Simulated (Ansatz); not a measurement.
# Mo3Te4: pressure series

The reference is Mo3Te4 (space group R-3, No. 148; a = 10.1062 Å, c = 11.7270 Å (hexagonal axes)).

Cell and atoms are relaxed at each pressure.

Calculations: PBEsol/PAW in Ansatz (a quantum-chemistry and plane-wave program), no SOC.

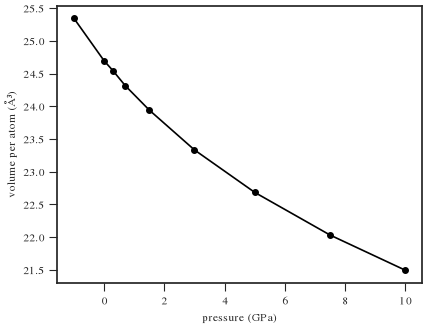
Volume per atom against pressure

Problem. From the plot, what is the volume per atom for pressure 7.5 GPa?

Solution. About 22.0 Å³.

Problem. Is the trend monotonic over the range shown?

Solution. Yes, it falls throughout, spanning 21.49 Å³ to 25.34 Å³.

Load acts through the strain it causes; cell and atoms are relaxed under it. Stability against distortions was not tested. Competing high-pressure phases were not computed. All final runs are without spin polarisation.
